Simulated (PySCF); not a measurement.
SMILES F[C]([Sn]([Cl])([Cl])[C](F)(F)F)(F)F at its CAM-B3LYP/def2-SVP optimised geometry (Å):

```
11

F     -0.8743     1.8939    -1.1358
C     -1.1412     1.2501     0.0000
F     -0.6708     1.9820     1.0109
F     -2.4608     1.1612     0.1289
Sn    -0.2119    -0.7415     0.0000
Cl    -0.9342    -1.8725     1.8978
Cl    -0.9317    -1.8890    -1.8892
C      1.9852    -0.7415     0.0000
F      2.4608    -1.9820    -0.0368
F      2.4531    -0.1467     1.0972
F      2.4533    -0.0820    -1.0602
```

Level of theory: CAM-B3LYP/def2-TZVP, def2 effective core potentials past Kr (PySCF). The core electrons that the potentials of Sn replace are not part of the density. Cells within 0.4 Å of a nucleus heavier than hydrogen are left out (blank, or x).

Map of the electrostatic potential (hartree/e), clipped to [-0.08, 0.12] on the plane z = 0.8 Å:

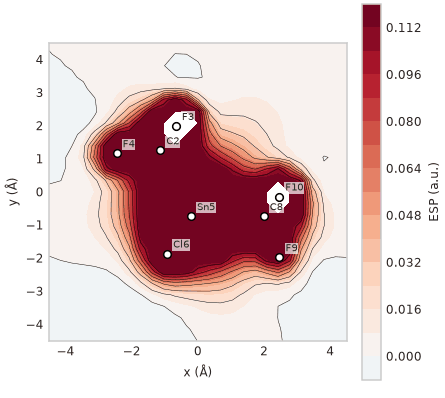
Figure: Electrostatic potential (hartree/e), clipped to [-0.08, 0.12] on the plane z = 0.8 Å.
